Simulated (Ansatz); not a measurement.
# C$_{5}$H$_{16}$N$_{2}$Si: what the fields show

```yaml
atoms:
  - { symbol: Si, position_ang: [-0.0929, -0.0213, 0.0544] }
  - { symbol: H, position_ang: [-0.3734, -0.1627, 1.5509] }
  - { symbol: C, position_ang: [1.8041, 0.0118, -0.2104] }
  - { symbol: H, position_ang: [2.2338, -0.9195, 0.1958] }
  - { symbol: H, position_ang: [2.0605, 0.0707, -1.2816] }
  - { symbol: H, position_ang: [2.2731, 0.8617, 0.3142] }
  - { symbol: N, position_ang: [-0.7730, 1.4197, -0.7522] }
  - { symbol: C, position_ang: [-2.2232, 1.6148, -0.8157] }
  - { symbol: H, position_ang: [-2.7360, 0.6734, -0.5585] }
  - { symbol: H, position_ang: [-2.5734, 2.4109, -0.1224] }
  - { symbol: H, position_ang: [-2.5346, 1.9035, -1.8413] }
  - { symbol: C, position_ang: [0.0060, 2.5842, -1.1674] }
  - { symbol: H, position_ang: [-0.2595, 2.8848, -2.2028] }
  - { symbol: H, position_ang: [-0.1711, 3.4663, -0.5127] }
  - { symbol: H, position_ang: [1.0835, 2.3590, -1.1491] }
  - { symbol: N, position_ang: [-0.9648, -1.4297, -0.6098] }
  - { symbol: C, position_ang: [-1.4157, -2.5515, 0.2102] }
  - { symbol: H, position_ang: [-1.3366, -2.2935, 1.2796] }
  - { symbol: H, position_ang: [-2.4766, -2.7988, -0.0063] }
  - { symbol: H, position_ang: [-0.8190, -3.4737, 0.0349] }
  - { symbol: C, position_ang: [-1.1200, -1.6187, -2.0520] }
  - { symbol: H, position_ang: [-2.1748, -1.8532, -2.3067] }
  - { symbol: H, position_ang: [-0.8447, -0.6900, -2.5792] }
  - { symbol: H, position_ang: [-0.4905, -2.4484, -2.4416] }
```

Computed with Ansatz, RKS PBE-D4/6-31G.

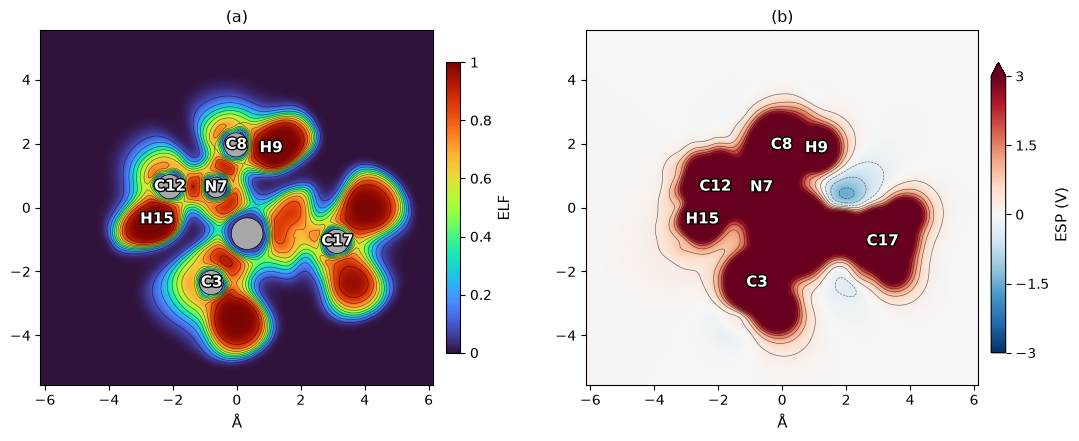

Figure 1. (a) electron localisation function; (b) molecular electrostatic potential on the plane of atoms N7, C8 and H9. Grey discs cover the atomic cores in the ELF map.

Describe what can be read from this map.

The plane passes through C, N and H nuclei.
C–N (1.46 Å): the ELF peaks at about 0.90 between the atoms; a shared electron pair.
C–H (1.10 Å): the ELF climbs to about 1 towards the hydrogen, as it does in any bond to H (an ordinary covalent bond to hydrogen).
Outside the dense part of the molecule the potential is most negative (−1.5 V) near N16, which lies off the plane.

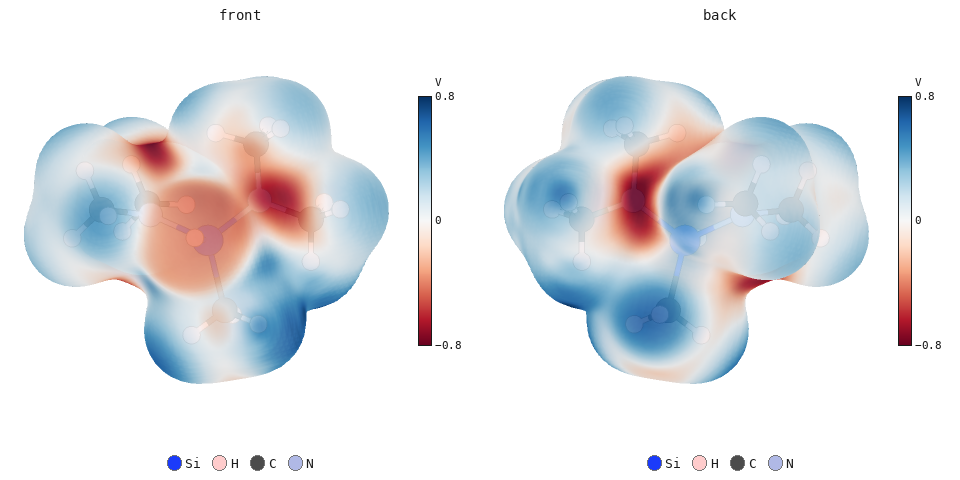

Figure 2. The electrostatic potential painted on the density surface at 0.002 e/bohr³, seen from the front and from behind; the colour scale runs from red (negative) to blue (positive).

Describe the electrostatic potential map.

The most negative region (about −0.8 V, or −18 kcal/mol for a unit charge) lies over N7, C12, N16 and C17, the most positive (about +0.7 V, or +16 kcal/mol for a unit charge) over H5, H6 and H15.

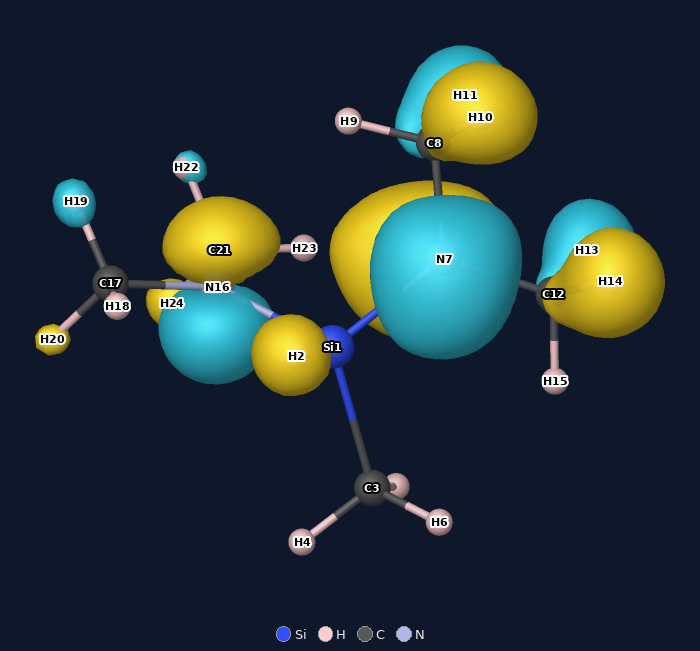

Figure 3. The HOMO−1 at ±0.1 Å⁻³ᐟ² (yellow and cyan are the two phases), seen at a tilt.

Where does this orbital lie, and at what energy?

By Hirshfeld shares it lies mainly on N7 (about 50 %), N16 (about 10 %), C8 (about 5 %) and C12 (about 5 %). Its energy is −4.36 eV.
